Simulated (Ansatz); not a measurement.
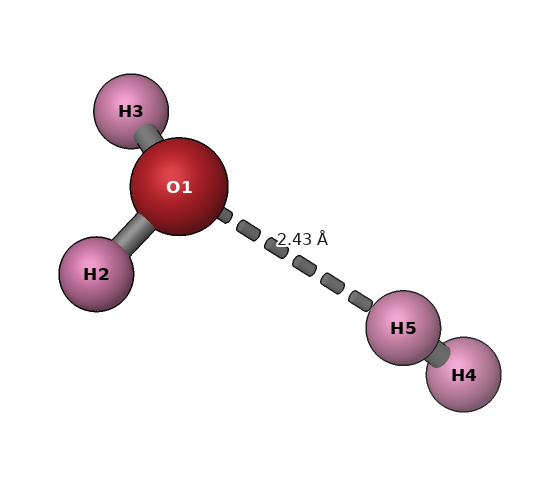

Two molecules or ions; the broken line marks their closest contact (measured against van der Waals radii). Geometry: a pair of rigid molecules at a changed separation. Program: Ansatz 0.2.0.

### Which two species are they?

H2O and H2 (`O.[H][H]`).

Give the counterpoise-corrected interaction energy (kcal/mol, monomers kept as in the pair) with RHF-CCSD(T) (frozen core)/def2-TZVPPD; PBE-D4/def2-TZVPPD; B3LYP-D4/def2-TZVPPD.

| level | interaction energy (kcal/mol) |
| --- | --- |
| RHF-CCSD(T) (frozen core)/def2-TZVPPD | −0.2 |
| PBE-D4/def2-TZVPPD | −0.7 |
| B3LYP-D4/def2-TZVPPD | −0.4 |
